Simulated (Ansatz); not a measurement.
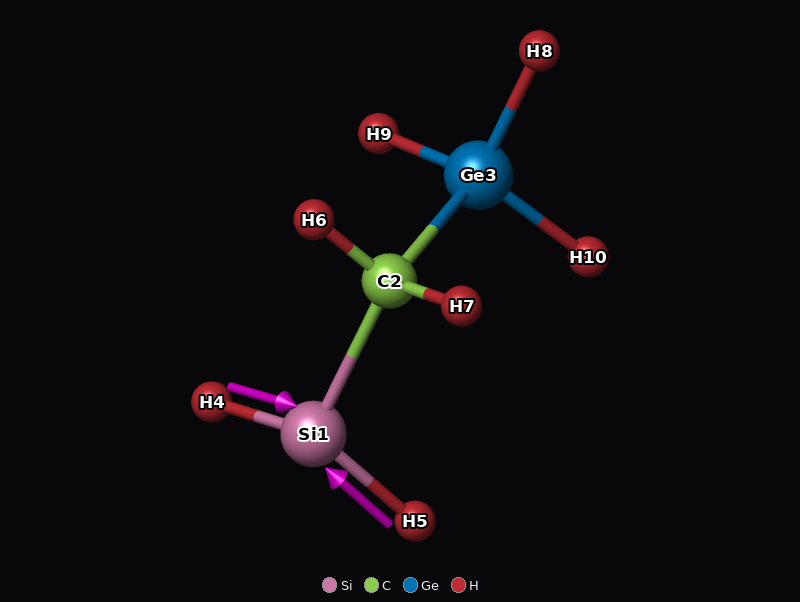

The arrows show one normal mode. Charge 0, doublet. Harmonic vibrations computed with UKS PBE0-D4/def2-TZVP (Ansatz 0.2.0) at a stationary point of the same level.

Q: Describe the motion.

A: Mostly in-phase stretching of 2 Si–H bonds.

Q: At what wavenumber does it lie?

A: 2184 cm⁻¹; it is mode 21 of 24 counted from the lowest.
